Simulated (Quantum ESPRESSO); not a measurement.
# HfO2 (Fm-3m): zone-centre phonons, part 2 of 2

Which modes does HfO2 (Fm-3m) have at the zone centre?

Quantum ESPRESSO 7.5; DFT LDA, scalar-relativistic, plane waves, PseudoDojo norm-conserving pseudopotentials.

So far. Step 2 (A probe with smearing): A gap of 3.6 eV opens on this mesh, so the crystal is taken as an insulator; the start stands at -22 GPa. Step 4 (Self-consistent run for the response): The cell stands at -0.002 GPa, close enough for phonons. The relaxed cell has a = 4.962 Å (conventional setting).

## (5) Zone-centre response

At q = 0 one unit cell holds all displacements; symmetry groups them into irreducible representations that are solved one by one. The response to a field gives ε∞ and the Born charges, which polar modes need.

ph.in reads:

```
phonons
&INPUTPH
  prefix = 'x'
  outdir = './tmp'
  fildyn = 'g.dyn'
  tr2_ph = 1.0d-18
  epsil  = .true.
/
0.000000000000 0.000000000000 0.000000000000
```

Run with:

```console
> OMP_NUM_THREADS=1 mpirun -n 4 ph.x -nk 4 -in ph.in > ph.out
```

What it wrote:

```text
[banners, grids, parts of the stress and lines that vanish by symmetry left out]
[banner, memory and clock lines left out]
Program PHONON v.7.5

     ./tmp/x.save/

     IMPORTANT: XC functional enforced from input :
     Exchange-correlation= PW
                           (   1   4   0   0   0   0   0)
     Any further DFT definition will be discarded
     Please, verify this is what you really want

     G-vector sticks info

     Reading collected, re-writing distributed wavefunctions in ./tmp/

     Number and degeneracy of irreps per q-point
       N         xq(1)         xq(2)         xq(3)   N irreps
       1   0.000000000   0.000000000   0.000000000       3
        3   3   3

     Calculation of q =    0.0000000   0.0000000   0.0000000

     phonons

     bravais-lattice index     =            0
     lattice parameter (alat)  =       6.6300  a.u.
     unit-cell volume          =     206.0782 (a.u.)^3
     number of atoms/cell      =            3
     number of atomic types    =            2
     kinetic-energy cut-off    =      92.0000  Ry
     charge density cut-off    =     368.0000  Ry
     convergence threshold     =      1.0E-18
     beta                      =       0.7000
     number of iterations used =            4
     Exchange-correlation= PW
                           (   1   4   0   0   0   0   0)

     celldm(1)=    6.63003  celldm(2)=    0.00000  celldm(3)=    0.00000
     celldm(4)=    0.00000  celldm(5)=    0.00000  celldm(6)=    0.00000

     crystal axes: (cart. coord. in units of alat)
               a(1) = ( -0.7071  0.0000  0.7071 )
               a(2) = (  0.0000  0.7071  0.7071 )
               a(3) = ( -0.7071  0.7071  0.0000 )

     reciprocal axes: (cart. coord. in units 2 pi/alat)
               b(1) = ( -0.7071 -0.7071  0.7071 )
               b(2) = (  0.7071  0.7071  0.7071 )
               b(3) = ( -0.7071  0.7071 -0.7071 )

     Atoms inside the unit cell:

     Cartesian axes

     site n.  atom      mass           positions (alat units)
        1  Hf    178.4900   tau(    1) = (    0.00000    0.00000    0.00000  )
        2  O      15.9990   tau(    2) = (   -1.06066    1.06066    1.06066  )
        3  O      15.9990   tau(    3) = (   -0.35355    0.35355    0.35355  )

     Computing dynamical matrix for
                    q = (   0.0000000   0.0000000   0.0000000 )

     49 Sym.Ops. (with q -> -q+G )

     G cutoff =  409.7504  (  24597 G-vectors)     FFT grid: ( 45, 45, 45)
     number of k points=    29
                       cart. coord. in units 2pi/alat
        k(    1) = (   0.0000000   0.0000000   0.0000000), wk =   0.0039062
        k(    2) = (  -0.0883883   0.0883883  -0.0883883), wk =   0.0312500
        k(    3) = (  -0.1767767   0.1767767  -0.1767767), wk =   0.0312500
        [... further k-points left out ...]

     PseudoPot. # 1 for Hf read from file:
     ./pseudo/Hf.upf
     Pseudo is Norm-conserving + core correction, Zval = 12.0
     Using radial grid of 1618 points,  8 beta functions with:
                l(1) =   0
                l(2) =   0
                l(3) =   1
                l(4) =   1
                l(5) =   2
                l(6) =   2
                l(7) =   3
                l(8) =   3

     PseudoPot. # 2 for O  read from file:
     ./pseudo/O.upf
     Pseudo is Norm-conserving + core correction, Zval =  6.0
     Using radial grid of  926 points,  5 beta functions with:
                l(1) =   0
                l(2) =   0
                l(3) =   1
                l(4) =   1
                l(5) =   2

     Mode symmetry, O_h (m-3m)  point group:

     Electric field:
     Dielectric constant
     Born effective charges as d Force / d E

     Atomic displacements:
     There are    3 irreducible representations

     Representation     1      3 modes -  To be done

     Representation     2      3 modes -  To be done

     Representation     3      3 modes -  To be done

     Alpha used in Ewald sum =   2.8000

     Electric Fields Calculation

      iter #   1   av.it.:   7.7
      thresh= 1.000E-02 alpha_mix =  0.700 |ddv_scf|^2 =  2.024E-08

      iter #   2   av.it.:  14.7
      thresh= 1.423E-05 alpha_mix =  0.700 |ddv_scf|^2 =  4.540E-10

      iter #   3   av.it.:  14.8
      thresh= 2.131E-06 alpha_mix =  0.700 |ddv_scf|^2 =  2.197E-11

      iter #   4   av.it.:  14.9
      thresh= 4.687E-07 alpha_mix =  0.700 |ddv_scf|^2 =  6.130E-13

      iter #   5   av.it.:  14.4
      thresh= 7.829E-08 alpha_mix =  0.700 |ddv_scf|^2 =  1.986E-14

      iter #   6   av.it.:  14.2
      thresh= 1.409E-08 alpha_mix =  0.700 |ddv_scf|^2 =  3.500E-17

      iter #   7   av.it.:  14.9
      thresh= 5.916E-10 alpha_mix =  0.700 |ddv_scf|^2 =  1.825E-18

      iter #   8   av.it.:  15.1
      thresh= 1.351E-10 alpha_mix =  0.700 |ddv_scf|^2 =  4.848E-21

     End of electric fields calculation

          Dielectric constant in cartesian axis

          (       5.228120668       0.000000000      -0.000000000 )
          (      -0.000000000       5.228120668      -0.000000000 )
          (       0.000000000       0.000000000       5.228120668 )

          Effective charges (d Force / dE) in cartesian axis without acoustic sum rule applied (asr)

           atom    1  Hf    Mean Z*:        5.54601
      Ex  (        5.54601        0.00000        0.00000 )
      Ey  (        0.00000        5.54601       -0.00000 )
      Ez  (        0.00000       -0.00000        5.54601 )
           atom    2  O     Mean Z*:       -2.77275
      Ex  (       -2.77275        0.00000        0.00000 )
      Ey  (        0.00000       -2.77275        0.00000 )
      Ez  (       -0.00000        0.00000       -2.77275 )
           atom    3  O     Mean Z*:       -2.77275
      Ex  (       -2.77275       -0.00000       -0.00000 )
      Ey  (       -0.00000       -2.77275        0.00000 )
      Ez  (       -0.00000        0.00000       -2.77275 )

          Effective charges Sum: Mean:        0.00050
              0.00050        0.00000        0.00000
              0.00000        0.00050       -0.00000
              0.00000        0.00000        0.00050

          Effective charges (d Force / dE) in cartesian axis with asr applied:
           atom    1  Hf    Mean Z*:        5.54584
      E*x (        5.54584        0.00000        0.00000 )
      E*y (        0.00000        5.54584       -0.00000 )
      E*z (        0.00000       -0.00000        5.54584 )
           atom    2  O     Mean Z*:       -2.77292
      E*x (       -2.77292        0.00000       -0.00000 )
      E*y (        0.00000       -2.77292        0.00000 )
      E*z (       -0.00000        0.00000       -2.77292 )
           atom    3  O     Mean Z*:       -2.77292
      E*x (       -2.77292       -0.00000       -0.00000 )
      E*y (       -0.00000       -2.77292       -0.00000 )
      E*z (       -0.00000        0.00000       -2.77292 )

     Representation #   1 modes #   1   2   3

     Self-consistent Calculation

      iter #   1   av.it.:   8.4
      thresh= 1.000E-02 alpha_mix =  0.700 |ddv_scf|^2 =  7.853E-07

      iter #   2   av.it.:  14.9
      thresh= 8.862E-05 alpha_mix =  0.700 |ddv_scf|^2 =  2.444E-08

      iter #   3   av.it.:  14.6
      thresh= 1.563E-05 alpha_mix =  0.700 |ddv_scf|^2 =  4.326E-11

      iter #   4   av.it.:  14.8
      thresh= 6.577E-07 alpha_mix =  0.700 |ddv_scf|^2 =  3.036E-13

      iter #   5   av.it.:  14.7
      thresh= 5.510E-08 alpha_mix =  0.700 |ddv_scf|^2 =  1.714E-15

      iter #   6   av.it.:  15.0
      thresh= 4.140E-09 alpha_mix =  0.700 |ddv_scf|^2 =  1.426E-17

[...]
End of self-consistent calculation

     Convergence has been achieved

     Representation #   2 modes #   4   5   6

     Self-consistent Calculation

[...]
End of self-consistent calculation

     Convergence has been achieved

     Representation #   3 modes #   7   8   9

     Self-consistent Calculation

[...]
iter #   2   av.it.:  14.8
      thresh= 8.728E-05 alpha_mix =  0.700 |ddv_scf|^2 =  3.832E-08

      iter #   3   av.it.:  14.8
      thresh= 1.958E-05 alpha_mix =  0.700 |ddv_scf|^2 =  2.281E-10

      iter #   4   av.it.:  14.6
      thresh= 1.510E-06 alpha_mix =  0.700 |ddv_scf|^2 =  6.867E-13

      iter #   5   av.it.:  14.7
      thresh= 8.287E-08 alpha_mix =  0.700 |ddv_scf|^2 =  2.028E-14

      iter #   6   av.it.:  14.7
      thresh= 1.424E-08 alpha_mix =  0.700 |ddv_scf|^2 =  1.358E-16

      iter #   7   av.it.:  14.3
      thresh= 1.165E-09 alpha_mix =  0.700 |ddv_scf|^2 =  7.760E-18

      iter #   8   av.it.:  14.5
      thresh= 2.786E-10 alpha_mix =  0.700 |ddv_scf|^2 =  2.967E-20

     End of self-consistent calculation

     Convergence has been achieved

     Number of q in the star =    1
     List of q in the star:
          1   0.000000000   0.000000000   0.000000000

          Dielectric constant in cartesian axis

          (       5.228120668       0.000000000      -0.000000000 )
          (      -0.000000000       5.228120668      -0.000000000 )
          (       0.000000000       0.000000000       5.228120668 )

          Effective charges (d Force / dE) in cartesian axis without acoustic sum rule applied (asr)

           atom    1  Hf    Mean Z*:        5.54601
      Ex  (        5.54601        0.00000        0.00000 )
      Ey  (        0.00000        5.54601       -0.00000 )
      Ez  (        0.00000       -0.00000        5.54601 )
           atom    2  O     Mean Z*:       -2.77275
      Ex  (       -2.77275        0.00000        0.00000 )
      Ey  (        0.00000       -2.77275        0.00000 )
      Ez  (       -0.00000        0.00000       -2.77275 )
           atom    3  O     Mean Z*:       -2.77275
      Ex  (       -2.77275       -0.00000       -0.00000 )
      Ey  (       -0.00000       -2.77275        0.00000 )
      Ez  (       -0.00000        0.00000       -2.77275 )

          Effective charges Sum: Mean:        0.00050
              0.00050        0.00000        0.00000
              0.00000        0.00050       -0.00000
              0.00000        0.00000        0.00050

          Effective charges (d Force / dE) in cartesian axis with asr applied:
           atom    1  Hf    Mean Z*:        5.54584
      E*x (        5.54584        0.00000        0.00000 )
      E*y (        0.00000        5.54584       -0.00000 )
      E*z (        0.00000       -0.00000        5.54584 )
           atom    2  O     Mean Z*:       -2.77292
      E*x (       -2.77292        0.00000       -0.00000 )
      E*y (        0.00000       -2.77292        0.00000 )
      E*z (       -0.00000        0.00000       -2.77292 )
           atom    3  O     Mean Z*:       -2.77292
      E*x (       -2.77292       -0.00000       -0.00000 )
      E*y (       -0.00000       -2.77292       -0.00000 )
      E*z (       -0.00000        0.00000       -2.77292 )

     Diagonalizing the dynamical matrix

     q = (    0.000000000   0.000000000   0.000000000 )

 **************************************************************************
     freq (    1) =      -0.015892 [THz] =      -0.530088 [cm-1]
     freq (    2) =      -0.015892 [THz] =      -0.530088 [cm-1]
     freq (    3) =      -0.015892 [THz] =      -0.530088 [cm-1]
     freq (    4) =       7.757524 [THz] =     258.763138 [cm-1]
     freq (    5) =       7.757524 [THz] =     258.763138 [cm-1]
     freq (    6) =       7.757524 [THz] =     258.763138 [cm-1]
     freq (    7) =      18.333817 [THz] =     611.550310 [cm-1]
     freq (    8) =      18.333817 [THz] =     611.550310 [cm-1]
     freq (    9) =      18.333817 [THz] =     611.550310 [cm-1]
 **************************************************************************

     Mode symmetry, O_h (m-3m)  point group:

     freq (   1-   3) =         -0.5  [cm-1]   --> T_1u G_15  G_4- I
     freq (   4-   6) =        258.8  [cm-1]   --> T_1u G_15  G_4- I
     freq (   7-   9) =        611.6  [cm-1]   --> T_2g G_25' G_5+ R
```

The job ended after 4.3 min (4 MPI ranks of Arm Neoverse V2, shared host).

This step gave:

```
miss of the charge sum rule                                       : 5.10e-4 e
largest acoustic frequency at the zone centre before the sum rule : -0.53 cm⁻¹
highest optical zone-centre mode (no LO-TO term)                  : 611.5 cm⁻¹
lowest optical zone-centre mode                                   : 258.8 cm⁻¹
mean high-frequency dielectric constant                           : 5.228
largest Born charge in size (third of the trace)                  : 5.546 e
```

Born charge (rows field, columns displacement), before the sum rule (e), principal values of the symmetric part by kind of site:

| atom | atoms with these values | low | middle | high | mean |
| --- | --- | --- | --- | --- | --- |
| Hf1 | 1 | 5.55 | 5.55 | 5.55 | 5.55 |
| O2 | 2 | -2.77 | -2.77 | -2.77 | -2.77 |

In full for O2:

```
-2.77  0.00  0.00
 0.00 -2.77  0.00
 0.00  0.00 -2.77
```

High-frequency dielectric tensor:

```
5.23 0.00 0.00
0.00 5.23 0.00
0.00 0.00 5.23
```

The acoustic modes at Γ come out as far as 0.5 cm⁻¹ from zero, where they should vanish, a small numerical error; the Born charges miss their sum rule by 5.1e-4 e, which is good.

## (6) Zone-centre analysis

A rigid shift of the crystal must cost nothing, but grids and finite bases break this; the acoustic sum rule is imposed before the matrix is diagonalised again. With Born charges the intensities follow, and the static dielectric tensor.

dynmat.in reads:

```
&INPUT
  fildyn = 'g.dyn'
  asr    = 'simple'
  fileig = 'dynmat.eig'
  lperm  = .true.
/
```

Run with:

```console
> dynmat.x -in dynmat.in > dynmat.out
```

What it wrote:

```text
[banner, memory and clock lines left out]
Program DYNMAT v.7.5

     Reading Dynamical Matrix from file g.dyn
     ...Force constants read
     ...epsilon and Z* read
     A direction for q was not specified:TO-LO splitting will be absent

     Polarizability (A^3 units)
     multiply by 0.415046 for Clausius-Mossotti correction
        10.274790   -0.000000    0.000000
         0.000000   10.274790    0.000000
        -0.000000   -0.000000   10.274790

     IR activities are in (D/A)^2/amu units

# mode   [cm-1]    [THz]      IR
    1     -0.00   -0.0000    0.0000
    2     -0.00   -0.0000    0.0000
    3      0.00    0.0000    0.0000
    4    258.77    7.7578   26.1513
    5    258.77    7.7578   26.1513
    6    258.77    7.7578   26.1513
    7    611.55   18.3339    0.0000
    8    611.55   18.3339    0.0000
    9    611.55   18.3339    0.0000

Electronic dielectric permittivity tensor (relative, adimensional)
         5.228121   -0.000000    0.000000
         0.000000    5.228121    0.000000
        -0.000000   -0.000000    5.228121

 ... with zone-center polar mode contributions
        32.504138    0.000000    0.000000
         0.000000   32.504138    0.000000
         0.000000    0.000000   32.504138

[end of the log left out, with the tail of the file of modes that dynmat.x writes under the same name]
```

Wall time 0.47 s (1 thread).

Numbers from this step:

```yaml
mean_static_dielectric_constant: 32.50
```

Unit eigenvectors of the mass-weighted matrix after the sum rule; no LO-TO term. Modes at Γ, with each element's share of the kinetic energy:

| mode | frequency (cm⁻¹) | symmetry | Hf % | O % |
| --- | --- | --- | --- | --- |
| 1 | 0.0 | acoustic | 85 | 15 |
| 2 | 0.0 | acoustic | 85 | 15 |
| 3 | 0.0 | acoustic | 85 | 15 |
| 4 | 258.8 | T1u | 15 | 85 |
| 5 | 258.8 | T1u | 15 | 85 |
| 6 | 258.8 | T1u | 15 | 85 |
| 7 | 611.6 | T2g | 0 | 100 |
| 8 | 611.6 | T2g | 0 | 100 |
| 9 | 611.6 | T2g | 0 | 100 |

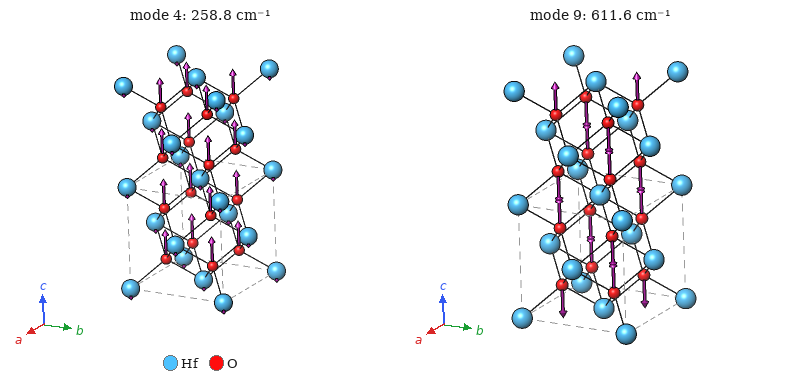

Displacement patterns of modes 4 and 9 at Γ; arrows are exaggerated. 1×1×2 conventional cells are drawn. Some periodic images of atoms are drawn too.

Degenerate modes summed, no LO-TO term. Lines of the infrared spectrum (strongest = 100):

| position (cm⁻¹) | lines merged | label | IR intensity, relative |
| --- | --- | --- | --- |
| 259 | 3 | T1u | 100 |
| 612 | 3 | T2g | 0.0 |

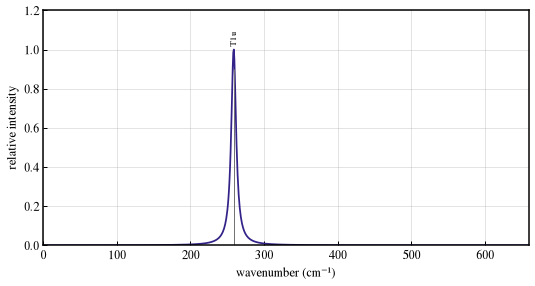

The infrared spectrum, broadened with Lorentzians of width 8 cm⁻¹; bars mark the lines.

Static dielectric tensor (ions relaxed, fixed cell):

```
32.50  0.00  0.00
 0.00 32.50  0.00
 0.00  0.00 32.50
```

The rule moves no optical mode by more than 0.1 cm⁻¹.

## (7) The LO-TO splitting (1 0 0)

A longitudinal polar mode sets up a macroscopic field that stiffens it; the term hangs on the direction from which q goes to zero.

dynmat.in reads:

```
&INPUT
  fildyn = 'g.dyn'
  asr    = 'simple'
  fileig = 'dynmat.eig'
  q(1)   = 1.0
  q(2)   = 0.0
  q(3)   = 0.0
/
```

Run with:

```console
> dynmat.x -in dynmat.in > dynmat.out
```

What it wrote:

```text
[banner, memory and clock lines left out]
Program DYNMAT v.7.5

     Reading Dynamical Matrix from file g.dyn
     ...Force constants read
     ...epsilon and Z* read

     Polarizability (A^3 units)
     multiply by 0.415046 for Clausius-Mossotti correction
        10.274790   -0.000000    0.000000
         0.000000   10.274790    0.000000
        -0.000000   -0.000000   10.274790

     IR activities are in (D/A)^2/amu units

# mode   [cm-1]    [THz]      IR
    1     -0.00   -0.0000    0.0000
    2      0.00    0.0000    0.0000
    3      0.00    0.0000    0.0000
    4    258.77    7.7578   26.1513
    5    258.77    7.7578   26.1513
    6    611.55   18.3339    0.0000
    7    611.55   18.3339    0.0000
    8    611.55   18.3339    0.0000
    9    645.23   19.3434   26.1513

[end of the log left out, with the tail of the file of modes that dynmat.x writes under the same name]
```

Elapsed: 0.47 s, on 1 thread.

Numbers from this step:

```yaml
highest_mode_moved_by_the_lo_to_term: 645.2 cm⁻¹
```

Zone-centre frequencies as printed; negative means imaginary. Modes:

| mode | frequency (cm⁻¹) |
| --- | --- |
| 1 | 0 |
| 2 | 0 |
| 3 | 0 |
| 4 | 258.8 |
| 5 | 258.8 |
| 6 | 611.5 |
| 7 | 611.5 |
| 8 | 611.5 |
| 9 | 645.2 |

The field moves one mode, from 259 to 645 cm⁻¹; the others stay.

## (8) Results

```yaml
space_group_after_relaxation: Fm-3m
volume_per_atom: 10.2 Å³
gap_on_the_k_mesh: 3.80 eV
highest_optical_zone_centre_mode_no_lo_to_term: 611.5 cm⁻¹
lowest_optical_zone_centre_mode: 258.8 cm⁻¹
highest_mode_moved_by_the_lo_to_term: 645.2 cm⁻¹
mean_high_frequency_dielectric_constant: 5.23
largest_born_charge_in_size_third_of_the_trace: 5.55 e
mean_static_dielectric_constant: 32.5
imaginary_optical_modes_at_the_zone_centre_no_q_mesh_in_this_session: none
```

In words: At the LDA level the optical modes of HfO2 (Fm-3m) at the zone centre (no LO-TO term) run from 259 to 612 cm⁻¹. Along the directions run, the highest mode that the macroscopic field moves lies at 645 cm⁻¹. Lattice motion raises the mean dielectric constant from 5.228 to 32.50. The Born charge of Hf is 5.546 e against a formal charge of +4: displacements drive charge along the bonds, a mark of mixed ionic and covalent bonding and of large LO-TO splittings. Of the 6 optical modes, 3 are infrared active alone and 3 are Raman active alone; inversion symmetry keeps the two sets apart. These are harmonic frequencies at zero temperature: anharmonic shifts and linewidths and thermal expansion are left out. Spin-orbit coupling is left out, which can matter for the heavy elements here.

[Host names and launcher messages were left out of these logs when they were recorded.]

[Logs are printed without paths, hosts, clocks, repeated set-up lines and the standing remarks that a program may print on its own settings, such as how far it seeks lower states.]

[Hosts, paths, dates, database ids (printed as entryN), source tags and the programs' standing remarks are cut or masked in the printed files.]
